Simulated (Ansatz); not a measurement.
# AlPNH (triplet): from Hartree-Fock to the top rungs at a displaced geometry (v2), cc-pVDZ

How much of the correlation energy of AlPNH (triplet) does each wave-function method recover here?

The runs use Ansatz 0.2.0, Gaussian basis; cc-pVDZ, core rule «outside noble gas», up to 11 orbitals frozen.

The runs, in order: UHF; CCSD(T) on ROHF; CCSD(T) on UHF; BCCD(T) on ROHF; CISD; CCSDT(Q) on ROHF; CCSDT(Q) on UHF.

25 further runs of the same task are left out: 5 for a known fault of the program, 7 that didn't finish, 13 set aside as unsound or not needed.

**1. What is computed**

The geometry is a PBE0/def2-TZVP stationary point (not a proven minimum) with its atoms shifted at random (size 0.100 Å).

4 atoms, charge 0, spin multiplicity 3.

Atoms are counted from 1 here; the program's logs count them from 0.

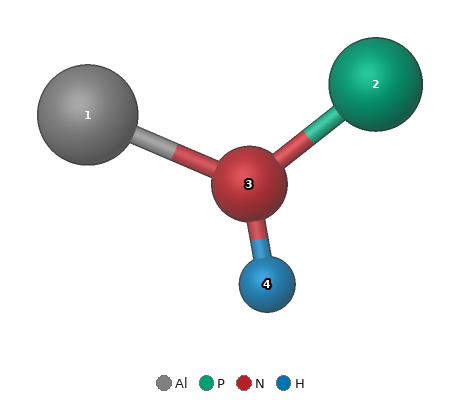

The geometry (aluminium grey, phosphorus teal, nitrogen red, hydrogen blue); atoms are numbered from 1 in the order of the file.

**2. UHF**

Input file in.yaml:

```yaml
crystal:
  periodic: [false, false, false]
  atoms:
    - {symbol: Al, position_ang: [0.086996, 0.196569, 1.625943]}
    - {symbol: P, position_ang: [-0.077878, 0.206659, -1.419725]}
    - {symbol: N, position_ang: [-0.001258, -0.708007, 0.012436]}
    - {symbol: H, position_ang: [0.081851, -1.773814, -0.069839]}
basis:
  gaussian: {orbitals: cc-pVDZ}
magnetization: {spin_polarized: true, initial_magnetization: 2}
hamiltonian: {xc: hf}
output: {orbitals: {seedname: orbitals}}
```

Launch:

```console
> ansatz run in.yaml --threads 1 --pin off --events-out ev --progress --plain --max-ram 2393MiB
```

After this run come: CCSD(T) on ROHF; CCSD(T) on UHF; BCCD(T) on ROHF; CISD; CCSDT(Q) on ROHF; CCSDT(Q) on UHF.

**Question.** What will the summary of the whole plan be? Wanted: UCCSDT(Q) below the RHF energy; RMP2 from UCCSDT(Q); UMP2 from UCCSDT(Q); RCCSD from UCCSDT(Q); RCCSD(T) from UCCSDT(Q); UCCSD(T) from UCCSDT(Q); RCCSDT(Q) from UCCSDT(Q); T1 diagnostic.

As calculated:

```
                         quantity                      value
   UCCSDT(Q) below the RHF energy                 -9.4159 eV
              RMP2 from UCCSDT(Q)                +1219.7 meV
              UMP2 from UCCSDT(Q)                +1280.8 meV
             RCCSD from UCCSDT(Q)                 +357.4 meV
          RCCSD(T) from UCCSDT(Q)                  +55.0 meV
          UCCSD(T) from UCCSDT(Q)                  +55.7 meV
         RCCSDT(Q) from UCCSDT(Q)                   +2.7 meV
levels within 1 kcal/mol (43 meV)  RCCSDT, UCCSDT, RCCSDT(Q)
                    T1 diagnostic                      0.024
```

RCCSD(T) lands +55.0 meV from the yardstick (0.6 % of the correlation energy). These misses are within one basis, not against nature; the frozen cores of restricted and unrestricted runs differ, which can shift their rows.
